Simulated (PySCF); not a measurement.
**C$_{3}$H$_{11}$NOSi$_{4}$: density, localisation and related maps**

Input file:

```
{"job": {"kind": "nmr", "xc": "PBE0", "basis": "pcSseg-1"}, "charge": 0, "multiplicity": 1}
C      2.494937     0.410003     1.880725
C      2.547156    -0.232102     0.870293
C      2.518185    -0.977955    -0.356418
Si     0.762502    -0.844906    -1.142734
Si     0.111084     1.431319    -1.232263
Si    -1.361267     1.044804     0.594946
N     -3.058355     1.363053     0.458232
Si    -0.910410    -1.257742     0.470138
O     -2.250597    -1.854048    -0.283826
H      2.505601     0.960261     2.773114
H      3.268527    -0.575795    -1.038678
H      2.784609    -2.016411    -0.152362
H      0.913167    -1.657928    -2.376955
H      1.178503     2.434473    -1.092674
H     -0.521208     1.839006    -2.503316
H     -1.034907     1.789017     1.823668
H     -3.396457     2.310566     0.402857
H     -3.596252     0.772520    -0.154709
H     -0.643095    -2.160553     1.605815
H     -2.316869    -2.766903    -0.548890
```

Run with:

```sh
OMP_NUM_THREADS=1 python probes_run.py task.json out
```

Geometry: GFN2-xTB.

Computed with PySCF, PBE0/pcSseg-1, SCF density, gas phase, non-relativistic.

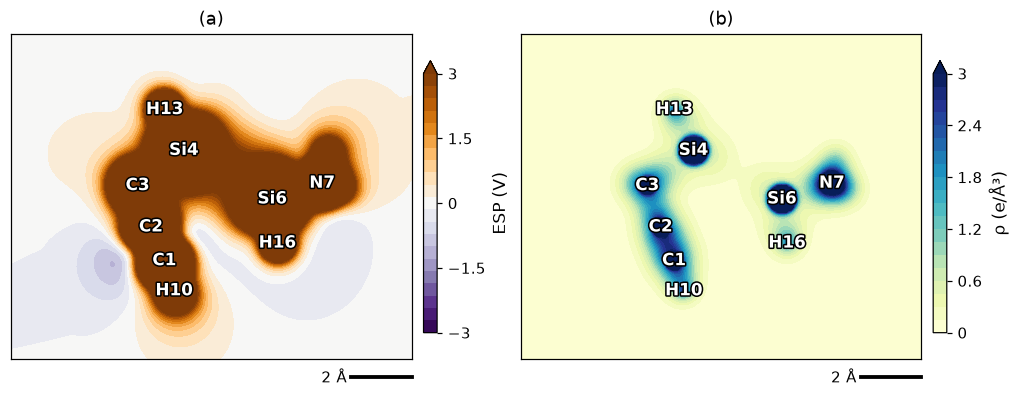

Figure 1. (a) electrostatic potential; (b) electron density on the plane of atoms C2, C3 and Si4.

Interpret the plot.

Answer. Atoms in the plane: C, Si, N and H. C–C (1.20 Å): ρ at the midpoint is about 2.7 e/Å³. Si–N (1.73 Å): ρ is about 1.1 e/Å³ halfway. C–Si (1.93 Å): ρ at the midpoint is about 0.85 e/Å³. Outside the dense part of the molecule the potential is most negative (−1.0 V) near C1.

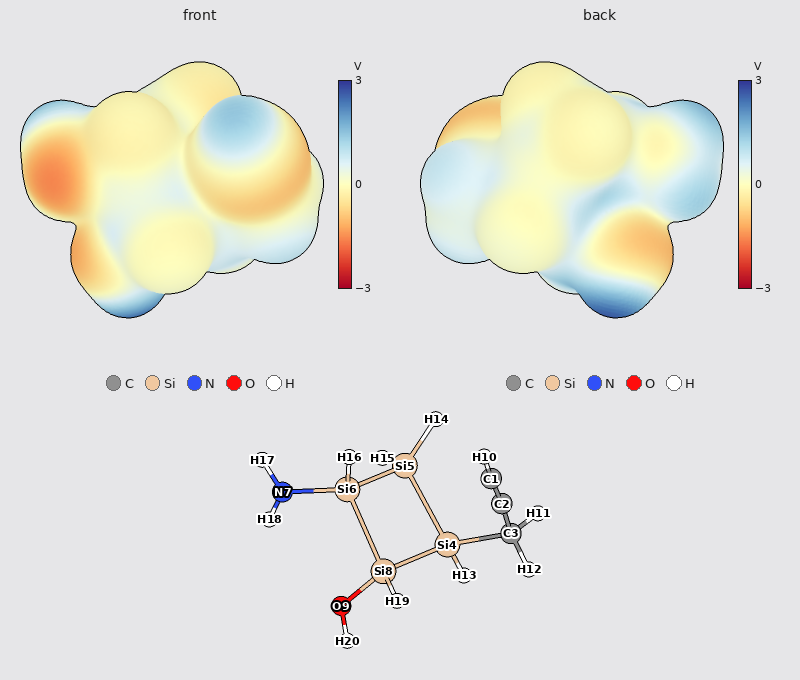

Figure 2. The molecular electrostatic potential painted on the density surface at 0.002 e/bohr³, seen from the front and from behind; the colour scale runs from red (negative) to blue (positive). The bare structure is drawn below in the same view.

Where is the surface potential most negative and most positive?

Answer. The most negative region (about −1.5 V) lies over N7, the most positive (about +2.5 V) over H20. N7 is the likeliest acceptor of a hydrogen bond.
